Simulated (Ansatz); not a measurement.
**ZrBrCl3: a closer look at a trial structure, part 1 of 2**

The task, for ZrBrCl3: locate the band edges and the effective masses and see how the gap depends on the functional.

Method: DFT PBE, scalar-relativistic, plane waves, PAW, unless a step names another level, in Ansatz 0.2.0.

## 1. Starting point

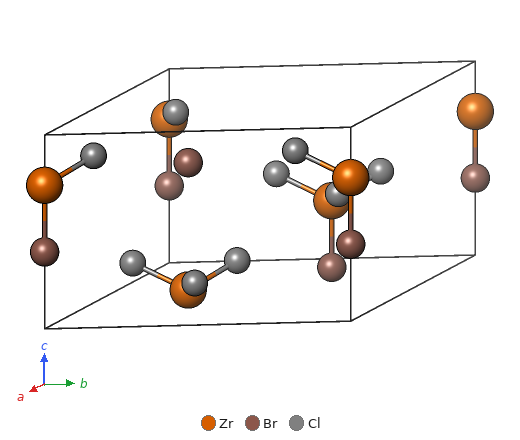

The starting structure, seen slightly off an axis (zirconium orange, bromine brown, chlorine grey). The cell drawn here is the conventional one.

Structure file:

```xyz
5
Lattice="5.5738 3.2180 2.4080 -5.5738 3.2180 2.4080 0.0000 -6.4361 2.4080" Properties=species:S:1:pos:R:3 pbc="T T T"
Zr    0.0000    0.0000    5.3490
Br    0.0000    0.0000    2.8670
Cl   -3.6736   -2.1209    3.7261
Cl    0.0000    4.2419    3.7261
Cl    3.6736   -2.1209    3.7261
```

The cell was relaxed beforehand at this level, from a generated guess; it is a trial structure. At a tolerance of 0.02 Å it has space group R3m (No. 160); it has 51.83 Å³/atom, an uncorrected energy of -1.71 eV/atom over the elements and, on its mesh, gap 4.09 eV.

## 2. Seeking the band edges over the whole zone

The input, input.yaml:

```yaml
crystal:
  lattice:
    - [5.5737987963, 3.2180342188, 2.4079699223]
    - [-5.5737987963, 3.2180342188, 2.4079699223]
    - [0.0, -6.4360684876, 2.4079698555]
  atoms:
    - { symbol: Zr, position: [0.740464, 0.740464, 0.740464] }
    - { symbol: Br, position: [0.396878, 0.396878, 0.396878] }
    - { symbol: Cl, position: [0.076423, 0.7355, 0.7355] }
    - { symbol: Cl, position: [0.7355, 0.7355, 0.076423] }
    - { symbol: Cl, position: [0.7355, 0.076423, 0.7355] }
basis:
  ecutwfc: 420
kpoints:
  mp_grid: { grid: [6, 6, 6] }
  band_path: { path: [VBM, CBM], npoints: 2 }
hamiltonian:
  xc: pbe
scf:
  occupations: { method: gaussian, width: 0.02 }
output:
  forces: false
  stress: false
  eigenvalues: true
checkpoint:
  read: start.run
  write: ck
  compress: false
  write_wavefunctions: false
  write_every: 100000
```

On the command line:

```
ansatz run input.yaml --threads 1 --pin off --max-ram 3072MiB --backend cpu --events-out ev --progress --plain --runs-dir out
```

Standard output, shortened:

```text
Warning: checkpoint.read: basis.xc_grid differs: saved 2, current 1 (points along each axis for each point of the dense box; where the key is left out runs that use forces, runs that use the stress, dielectric runs by a finite field, finite-displacement phonons, runs of [...]
Warning: RAYON_NUM_THREADS=1 ignored (pool sized by the plan → 1); use --threads N
[...]
Pseudopotentials: kind: paw
Pseudopotential: Zr, paw, valence charge 12, recommended cutoff 420 eV (normal), Zr.paw.azcp
Pseudopotential: Br, paw, valence charge 7, recommended cutoff 420 eV (normal), Br.paw.azcp
Pseudopotential: Cl, paw, valence charge 7, recommended cutoff 420 eV (normal), Cl.paw.azcp
Functional definition: PBE
[...]
Crystal: 5 atoms, lattice volume = 259.146 Å³
Basis set: ecut = 420 eV, 5085 PW (Γ)
Bands: 25, of which v1, the nominal top of the filled ones, is band 20 counted from 1 (19 counted from 0)
Symmetry: 6 space group operations
Space group: R3m (ITA 160), of the structure as read, at distance tolerance 6.4e-5 Å
k-points: 32 of 216 (time reversal used)
[...]
SCF iter   1: F=—  HF=-10213.876587 eV  |F-HF|=—  |Δ(HF+E_count)|=         —  Δρ=3.81e-6  dr2=5.20e-8  ethr=6.87e-7  ⟨swp⟩=3.1  Hψ=6156  notcnv=0
[...]
SCF iter   3: F=-10213.876478 eV  HF=-10213.876478 eV  |F-HF|=1.07e-9  |Δ(HF+E_count)|=   1.41e-9  Δρ=8.34e-7  dr2=2.78e-9  ethr=2.50e-11  ⟨swp⟩=1.0  Hψ=2165  notcnv=0
[...]
NSCF: frozen V_eff on 32 k-points
NSCF: frozen V_eff on 32 k-points
NSCF: frozen V_eff on 32 k-points
NSCF: frozen V_eff on 16 k-points
NSCF: frozen V_eff on 5 k-points
NSCF: frozen V_eff on 3 k-points
NSCF: frozen V_eff on 3 k-points
NSCF: frozen V_eff on 3 k-points
SCF converged after 3 iterations
Free energy (F): -10213.876478 eV
[...]
E sigma→0 (E₀):  -10213.876478 eV
Fermi energy:    -0.370361 eV
[...]
--- Band table (eV; the first three rows and the last of 32) ---
  k-point 0: bands = ["-50.1743", "-28.2861", "-28.2861", "-28.2436", "-15.4292", "-15.1936", "-15.1936", "-14.7680", "-4.3884", "-4.2578", "-4.2578", "-3.7239", "-3.7178", "-3.7178", "-3.5051", "-3.3707", "-3.3707", "-3.1037", "-2.6961", "-2.6961", "1.8310", "1.8310", "2.3603", "2.4363", "2.4363"]
[...]
```

It took 47 s on 1 thread of Intel Xeon Platinum 8375C at 2.90GHz (Ice Lake), shared host; peak memory 0.54 GiB.

start.run is the saved state of the run that this one goes on from.

## 3. Eigenvalues a small step from each edge

input.yaml: that of step 2 with these lines changed.

```diff
@@ -15,3 +15,2 @@
   mp_grid: { grid: [6, 6, 6] }
-  band_path: { path: [VBM, CBM], npoints: 2 }
 hamiltonian:
@@ -24,2 +23,35 @@
   eigenvalues: true
+  eigenstates:
+    kpoints:
+      - [0.5, 0.5, 0.5]
+      - [0.517741953, 0.482258047, 0.5]
+      - [0.482258047, 0.517741953, 0.5]
+      - [0.510243321, 0.510243321, 0.479513358]
+      - [0.489756679, 0.489756679, 0.520486642]
+      - [0.507664806, 0.507664806, 0.507664806]
+      - [0.492335194, 0.492335194, 0.492335194]
+      - [0.519788577, 0.494697667, 0.485513756]
+      - [0.480211423, 0.505302333, 0.514486244]
+      - [0.517965292, 0.492874382, 0.505419836]
+      - [0.482034708, 0.507125618, 0.494580164]
+      - [0.512662958, 0.512662958, 0.490933593]
+      - [0.487337042, 0.487337042, 0.509066407]
+      - [0.520582583, 0.500095941, 0.492597309]
+      - [0.479417417, 0.499904059, 0.507402691]
+      - [0.5, 0.5, 0.5]
+      - [0.517741953, 0.482258047, 0.5]
+      - [0.482258047, 0.517741953, 0.5]
+      - [0.510243321, 0.510243321, 0.479513358]
+      - [0.489756679, 0.489756679, 0.520486642]
+      - [0.507664806, 0.507664806, 0.507664806]
+      - [0.492335194, 0.492335194, 0.492335194]
+      - [0.519788577, 0.494697667, 0.485513756]
+      - [0.480211423, 0.505302333, 0.514486244]
+      - [0.517965292, 0.492874382, 0.505419836]
+      - [0.482034708, 0.507125618, 0.494580164]
+      - [0.512662958, 0.512662958, 0.490933593]
+      - [0.487337042, 0.487337042, 0.509066407]
+      - [0.520582583, 0.500095941, 0.492597309]
+      - [0.479417417, 0.499904059, 0.507402691]
+    e_range: [-5.589648, 5.589648]
 checkpoint:
```

On the command line:

```
ansatz run input.yaml --threads 1 --pin off --max-ram 3072MiB --backend cpu --events-out ev --progress --plain --runs-dir out
```

Standard output:

```text
[... 34 lines left out ...]
SCF 1 converged in 3 iterations: F = -10213.876478 eV  dr2 = 2.78e-9
NSCF: frozen V_eff on 30 k-points
SCF converged after 3 iterations
Free energy (F): -10213.876478 eV
Harris-Foulkes:  -10213.876478 eV  (|F-HF|=1.07e-9)
Internal energy: -10213.876478 eV  (E = F + TS)
E sigma→0 (E₀):  -10213.876478 eV
Fermi energy:    -0.370361 eV
--- Per-component energies (eV) ---
  E_band       = -476.660180
  E_kinetic    = 945.111847
  E_local      = -3296.472579  (includes V_loc(G=0)·N_el)
  E_nonlocal   = 234.057611
  E_hartree    = 1189.523308
  E_xc         = -745.193127
  E_vxc        = -657.013007  (∫ρ·V_xc dr)
  E_paw        = -7177.662744  (= ΣΔE_a)
  E_vpaw       = -81.391962  (= ΣTr[D̂ρ^β])
  E_aug_tail   = 0.000296  (compensation charges beyond the density's cutoff)
  E_ewald      = -1363.241091
  E_smearing   = -0.000000  (= −TS)
  E_closure    = 0.000000  (closes the sum)
  Σ components = -10213.876478   (vs F -10213.876478, Δ=0.00e0)
--- Band table (eV; the first three rows and the last of 32) ---
  k-point 0: bands = ["-50.1743", "-28.2861", "-28.2861", "-28.2436", "-15.4292", "-15.1936", "-15.1936", "-14.7680", "-4.3884", "-4.2578", "-4.2578", "-3.7239", "-3.7178", "-3.7178", "-3.5051", "-3.3707", "-3.3707", "-3.1037", "-2.6961", "-2.6961", "1.8310", "1.8310", "2.3603", "2.4363", "2.4363"]
  k-point 1: bands = ["-50.1743", "-28.2861", "-28.2861", "-28.2436", "-15.4228", "-15.1969", "-15.1937", "-14.7697", "-4.4251", "-4.2831", "-4.2582", "-3.8354", "-3.7457", "-3.7359", "-3.4074", "-3.3749", "-3.3468", "-3.0766", "-2.6727", "-2.6346", "1.8124", "1.8169", "2.4211", "2.4315", "2.4976"]
  k-point 2: bands = ["-50.1743", "-28.2862", "-28.2861", "-28.2436", "-15.4094", "-15.2040", "-15.1940", "-14.7730", "-4.5074", "-4.3077", "-4.2588", "-3.9715", "-3.7932", "-3.7786", "-3.3876", "-3.3376", "-3.2592", "-3.0251", "-2.6269", "-2.5230", "1.7723", "1.7907", "2.4195", "2.5113", "2.6987"]
  k-point 31: bands = ["-50.1743", "-28.2863", "-28.2863", "-28.2437", "-15.3616", "-15.2149", "-15.2149", "-14.7801", "-4.6319", "-4.4474", "-4.4474", "-4.0243", "-3.9771", "-3.9771", "-3.2014", "-3.1621", "-3.1621", "-2.8294", "-2.4152", "-2.4152", "1.6745", "1.6745", "2.7731", "2.8736", "2.8736"]
```

Run time: 28 s. Hardware: 1 thread of Intel Xeon Platinum 8375C at 2.90GHz (Ice Lake), shared host; peak memory 0.54 GiB.

The search puts the valence top at k = (0.500, 0.500, 0.500) and the conduction bottom at (0.500, 0.500, 0.500), 4.09 eV apart.

Effective masses from the curvature, by central differences over 0.02 1/Å, in electron masses along Cartesian directions (n/a: flat, of the wrong sign, or not an extremum):

```
 carrier  band     x     y     z  [110]  [101]  [011]  [111]
    hole    20  8.65  8.66  2.72   8.65   4.77   3.51   6.83
    hole    19  2.97  2.98  2.72   2.98   2.60   3.23   2.50
electron    21  6.33  6.33  4.85   6.33   6.18   6.12   6.49
electron    22  6.09  6.09  4.85   6.09   4.87   4.91   5.05
```

Spin-orbit coupling is left out. With atoms this heavy it splits and remixes the bands at the edges, so these masses, of holes above all, would change.

## 4. The same geometry with r2SCAN

The input, input.yaml:

```yaml
crystal:
  lattice:
    - [5.5737987963, 3.2180342188, 2.4079699223]
    - [-5.5737987963, 3.2180342188, 2.4079699223]
    - [0.0, -6.4360684876, 2.4079698555]
  atoms:
    - { symbol: Zr, position: [0.740464, 0.740464, 0.740464] }
    - { symbol: Br, position: [0.396878, 0.396878, 0.396878] }
    - { symbol: Cl, position: [0.076423, 0.7355, 0.7355] }
    - { symbol: Cl, position: [0.7355, 0.7355, 0.076423] }
    - { symbol: Cl, position: [0.7355, 0.076423, 0.7355] }
basis:
  ecutwfc: 500
kpoints:
  mp_grid: { grid: [6, 6, 6] }
  band_path:
    path:
      - [[0.0, 0.0, 0.0], [0.5, 0.0, 0.0], [0.5, -0.5, 0.5], [0.25998555, -0.74001445, 0.25998555]]
      - [[0.25998555, 0.25998555, 0.25998555], [0.0, 0.0, 0.0], [0.5, -0.5, 0.0]]
    npoints: 14
hamiltonian:
  xc: r2scan
scf:
  occupations: { method: gaussian, width: 0.02 }
  n_extra_bands: 12
output:
  forces: true
  stress: true
  eigenvalues: true
  populations: true
  dos: { projected: true, de: 0.02, nscf_kmesh: { grid: [9, 9, 9] } }
  bader: true
```

On the command line:

```
ansatz run input.yaml --threads 1 --pin off --max-ram 3072MiB --backend cpu --events-out ev --progress --plain --runs-dir out
```

Standard output, shortened:

```text
Warning: RAYON_NUM_THREADS=1 ignored (pool sized by the plan → 1); use --threads N
scf.n_extra_bands = 12 over 20 filled bands (N_el = 40.0): the run solves 32 bands
[...]
Pseudopotentials: kind: paw
Pseudopotential: Zr, paw, valence charge 12, recommended cutoff 500 eV (meta_gga), Zr.paw.azcp
Pseudopotential: Br, paw, valence charge 7, recommended cutoff 500 eV (meta_gga), Br.paw.azcp
Pseudopotential: Cl, paw, valence charge 7, recommended cutoff 500 eV (meta_gga), Cl.paw.azcp
Functional definition: r2SCAN
[...]
Crystal: 5 atoms, lattice volume = 259.146 Å³
Basis set: ecut = 500 eV, 6597 PW (Γ), exchange–correlation on 216×216×216 points (64 copies of the dense FFT grid, shifted against one another)
Bands: 32, of which v1, the nominal top of the filled ones, is band 20 counted from 1 (19 counted from 0)
Symmetry: 6 space group operations
Space group: R3m (ITA 160), of the structure as read, at distance tolerance 6.4e-5 Å
[...]
  atom   2  Br     0.00000000    -0.00000000     0.08184019
  atom   3  Cl    -0.06241326    -0.03603431    -0.02462696
  atom   4  Cl     0.00000000     0.07206863    -0.02462696
  atom   5  Cl     0.06241326    -0.03603431    -0.02462696
[...]
--- Stress (GPa, compression-positive) ---
       -0.318957      -0.000000       0.000000
        0.000000      -0.318957       0.000000
        0.000000       0.000000      -0.346291
  P = ⅓ Tr σ = -0.3281 GPa (-3.281 kbar)
--- Band table (eV; the first three rows and the last of 32) ---
[...]
--- Löwdin populations: 5 sites ---
  site symbol       q [e]
     0     Zr     10.8184
     1     Br      7.2081
     2     Cl      7.2682
     3     Cl      7.2682
     4     Cl      7.2682
  spilling = 0.004222 (of n_electrons = 40.000000)
--- Bader charges: 5 sites ---
  site symbol  charge [e]  shift [e]
     0     Zr      2.3184     0.0008
     1     Br     -0.5442     0.0003
     2     Cl     -0.5914     0.0002
     3     Cl     -0.5914     0.0002
     4     Cl     -0.5914     0.0002
  estimated error of the sums over rays = 3.2e-4 e
```

Run time: 3.4 min. Hardware: 1 thread of Intel Xeon Platinum 8375C at 2.90GHz (Ice Lake), shared host; peak memory 1.3 GiB.

By site:

```
atom  Löwdin electrons  Bader charge (e)  Bader volume (Å³)
 Zr1             10.82             +2.32               14.9
 Br2              7.21             -0.54               45.5
 Cl3              7.27             -0.59               38.4
 Cl4              7.27             -0.59               38.4
 Cl5              7.27             -0.59               38.4
```

The Löwdin counts miss 0.17 of the 40 electrons, which the atomic orbitals do not span, so they are no charges.

From bands.tsv, the levels nearest the gap at the path's corners, in eV from the valence-band top:

```tsv
point	band 17	band 18	band 19	band 20	band 21	band 22	band 23	band 24
Γ	-0.98	-0.71	-0.27	-0.27	4.69	4.69	5.20	5.28
L	-0.83	-0.61	-0.19	-0.05	4.62	4.64	5.25	5.39
T	-0.78	-0.44	0.00	0.00	4.55	4.55	5.61	5.72
P0	-0.88	-0.56	-0.14	-0.14	4.64	4.64	5.35	5.48
P2	-0.88	-0.56	-0.14	-0.14	4.64	4.64	5.35	5.48
Γ	-0.98	-0.71	-0.27	-0.27	4.69	4.69	5.20	5.28
F	-0.80	-0.51	-0.21	-0.10	4.63	4.63	5.18	5.43
```

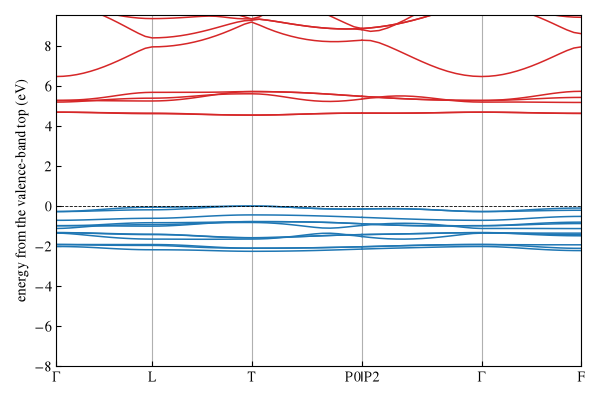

Bands along the path; filled bands blue, empty bands red. Deeper bands lie below the window drawn.

Counts of states by energy window (eV from the valence-band top), total and by projection:

```csv
from,to,total,Zr 4d,Br 4p,Cl 3p
-2,-1,9.03,1.45,1.45,5.94
-1,0,10.71,0.18,3.65,6.77
0,1,0.15,0.00,0.11,0.04
1,2,0.00,0.00,0.00,0.00
2,3,0.00,0.00,0.00,0.00
3,4,0.00,0.00,0.00,0.00
4,5,4.00,3.00,0.23,0.61
5,6,6.00,3.94,0.35,0.99
6,7,0.19,0.00,0.00,0.01
7,8,1.27,0.01,0.02,0.05
8,9,1.59,0.02,0.01,0.03
9,10,4.64,0.10,0.01,0.03
```

Below -2 eV lie 20 or so more states.

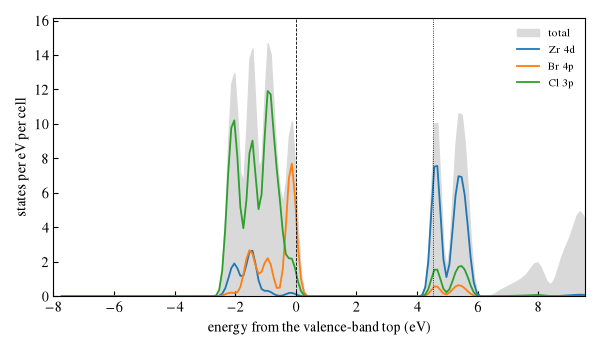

Total and projected density of states, smoothed over about 0.40 eV. The dotted line marks the lowest empty level found on the path.

## 5. Band edges anywhere in the zone (r2SCAN)

The input, input.yaml:

```yaml
crystal:
  lattice:
    - [5.5737987963, 3.2180342188, 2.4079699223]
    - [-5.5737987963, 3.2180342188, 2.4079699223]
    - [0.0, -6.4360684876, 2.4079698555]
  atoms:
    - { symbol: Zr, position: [0.740464, 0.740464, 0.740464] }
    - { symbol: Br, position: [0.396878, 0.396878, 0.396878] }
    - { symbol: Cl, position: [0.076423, 0.7355, 0.7355] }
    - { symbol: Cl, position: [0.7355, 0.7355, 0.076423] }
    - { symbol: Cl, position: [0.7355, 0.076423, 0.7355] }
basis:
  ecutwfc: 500
kpoints:
  mp_grid: { grid: [6, 6, 6] }
  band_path: { path: [VBM, CBM], npoints: 2 }
hamiltonian:
  xc: r2scan
scf:
  occupations: { method: gaussian, width: 0.02 }
output:
  forces: false
  stress: false
  eigenvalues: true
checkpoint:
  read: start.run
  write: ck
  compress: false
  write_wavefunctions: false
  write_every: 100000
```

On the command line:

```
ansatz run input.yaml --threads 1 --pin off --max-ram 3072MiB --backend cpu --events-out ev --progress --plain --runs-dir out
```

Standard output, shortened:

```text
[...]
SCF converged after 3 iterations
Free energy (F): -10247.799616 eV
[...]
E sigma→0 (E₀):  -10247.799616 eV
Fermi energy:    -0.510410 eV
[...]
--- Band table (eV; the first three rows and the last of 32) ---
  k-point 0: bands = ["-52.1418", "-29.5449", "-29.5449", "-29.5038", "-16.3866", "-16.1461", "-16.1461", "-15.5665", "-4.8023", "-4.7027", "-4.7027", "-4.1332", "-4.1090", "-4.1090", "-3.9010", "-3.7620", "-3.7620", "-3.4936", "-3.0560", "-3.0560", "1.9080", "1.9080", "2.4111", "2.4925", "2.4925"]
[...]
```

Run time: 90 s. Hardware: 1 thread of Intel Xeon Platinum 8375C at 2.90GHz (Ice Lake), shared host; peak memory 1 GiB.

## 6. Eigenvalues a small step from each edge (r2SCAN)

input.yaml: that of step 5 with these lines changed.

```diff
@@ -15,3 +15,2 @@
   mp_grid: { grid: [6, 6, 6] }
-  band_path: { path: [VBM, CBM], npoints: 2 }
 hamiltonian:
@@ -24,2 +23,35 @@
   eigenvalues: true
+  eigenstates:
+    kpoints:
+      - [0.5, 0.5, 0.5]
+      - [0.517741953, 0.482258047, 0.5]
+      - [0.482258047, 0.517741953, 0.5]
+      - [0.510243321, 0.510243321, 0.479513358]
+      - [0.489756679, 0.489756679, 0.520486642]
+      - [0.507664806, 0.507664806, 0.507664806]
+      - [0.492335194, 0.492335194, 0.492335194]
+      - [0.519788577, 0.494697667, 0.485513756]
+      - [0.480211423, 0.505302333, 0.514486244]
+      - [0.517965292, 0.492874382, 0.505419836]
+      - [0.482034708, 0.507125618, 0.494580164]
+      - [0.512662958, 0.512662958, 0.490933593]
+      - [0.487337042, 0.487337042, 0.509066407]
+      - [0.520582583, 0.500095941, 0.492597309]
+      - [0.479417417, 0.499904059, 0.507402691]
+      - [0.5, 0.5, 0.5]
+      - [0.517741953, 0.482258047, 0.5]
+      - [0.482258047, 0.517741953, 0.5]
+      - [0.510243321, 0.510243321, 0.479513358]
+      - [0.489756679, 0.489756679, 0.520486642]
+      - [0.507664806, 0.507664806, 0.507664806]
+      - [0.492335194, 0.492335194, 0.492335194]
+      - [0.519788577, 0.494697667, 0.485513756]
+      - [0.480211423, 0.505302333, 0.514486244]
+      - [0.517965292, 0.492874382, 0.505419836]
+      - [0.482034708, 0.507125618, 0.494580164]
+      - [0.512662958, 0.512662958, 0.490933593]
+      - [0.487337042, 0.487337042, 0.509066407]
+      - [0.520582583, 0.500095941, 0.492597309]
+      - [0.479417417, 0.499904059, 0.507402691]
+    e_range: [-6.04562, 6.04562]
 checkpoint:
```

On the command line:

```
ansatz run input.yaml --threads 1 --pin off --max-ram 3072MiB --backend cpu --events-out ev --progress --plain --runs-dir out
```

Standard output:

```text
[... 38 lines left out ...]
SCF 1 converged in 3 iterations: F = -10247.799616 eV  dr2 = 1.60e-9
NSCF: frozen V_eff on 30 k-points
SCF converged after 3 iterations
Free energy (F): -10247.799616 eV
Harris-Foulkes:  -10247.799616 eV  (|F-HF|=3.41e-9)
Internal energy: -10247.799616 eV  (E = F + TS)
E sigma→0 (E₀):  -10247.799616 eV
Fermi energy:    -0.510410 eV
--- Per-component energies (eV) ---
  E_band       = -505.042610
  E_kinetic    = 943.703465
  E_local      = -3289.670660  (includes V_loc(G=0)·N_el)
  E_nonlocal   = 232.454866
  E_hartree    = 1185.573832
  E_xc         = -716.232754
  E_vxc        = -728.137663  (∫ρ·V_xc dr)
  E_paw        = -7239.655236  (= ΣΔE_a)
  E_vpaw       = -75.948016  (= ΣTr[D̂ρ^β])
  E_aug_tail   = 0.000117  (compensation charges beyond the density's cutoff)
  E_vtau       = 41.406699  (kinetic-family band-sum trace: ∫τ·v_τ [+ j·A + Jᵃ·Aᵃ] dr)
  E_ewald      = -1363.241091
  E_core_change = -0.732156  (= ΣΔE_core)
  E_smearing   = -0.000000  (= −TS)
  E_closure    = 0.000000  (closes the sum)
  Σ components = -10247.799616   (vs F -10247.799616, Δ=0.00e0)
--- Band table (eV; the first three rows and the last of 32) ---
  k-point 0: bands = ["-52.1418", "-29.5449", "-29.5449", "-29.5038", "-16.3866", "-16.1461", "-16.1461", "-15.5665", "-4.8023", "-4.7027", "-4.7027", "-4.1332", "-4.1090", "-4.1090", "-3.9010", "-3.7620", "-3.7620", "-3.4936", "-3.0560", "-3.0560", "1.9080", "1.9080", "2.4111", "2.4925", "2.4925"]
  k-point 1: bands = ["-52.1418", "-29.5449", "-29.5449", "-29.5039", "-16.3804", "-16.1495", "-16.1463", "-15.5678", "-4.8394", "-4.7248", "-4.7030", "-4.2429", "-4.1370", "-4.1262", "-3.8042", "-3.7656", "-3.7395", "-3.4670", "-3.0336", "-2.9965", "1.8905", "1.8948", "2.4747", "2.4874", "2.5588"]
  k-point 2: bands = ["-52.1418", "-29.5449", "-29.5449", "-29.5039", "-16.3674", "-16.1569", "-16.1465", "-15.5706", "-4.9243", "-4.7428", "-4.7036", "-4.3789", "-4.1850", "-4.1673", "-3.7774", "-3.7309", "-3.6559", "-3.4163", "-2.9899", "-2.8883", "1.8531", "1.8703", "2.4747", "2.5698", "2.7630"]
  k-point 31: bands = ["-52.1418", "-29.5450", "-29.5450", "-29.5039", "-16.3193", "-16.1682", "-16.1682", "-15.5769", "-5.0410", "-4.8858", "-4.8858", "-4.4302", "-4.3644", "-4.3644", "-3.6014", "-3.5597", "-3.5597", "-3.2233", "-2.7832", "-2.7832", "1.7624", "1.7624", "2.8270", "2.9378", "2.9378"]
```

It took 78 s on 1 thread of Intel Xeon Platinum 8375C at 2.90GHz (Ice Lake), shared host; peak memory 1 GiB.

The search puts the valence top at k = (0.500, 0.500, 0.500) and the conduction bottom at (0.500, 0.500, 0.500), 4.55 eV apart.

Effective masses from the curvature, by central differences over 0.02 1/Å, in electron masses along Cartesian directions (n/a: flat, of the wrong sign, or not an extremum):

```
 carrier  band     x     y     z  [110]  [101]  [011]  [111]
    hole    20  8.83  8.82  2.81   8.82   4.92   3.61   7.04
    hole    19  3.03  3.03  2.81   3.03   2.67   3.32   2.56
electron    21  6.84  6.84  5.21   6.84   6.60   6.51   6.96
electron    22  6.48  6.48  5.21   6.48   5.24   5.31   5.42
```

Spin-orbit coupling is left out. With atoms this heavy it splits and remixes the bands at the edges, so these masses, of holes above all, would change.

(Continued in part 2 of 2.)
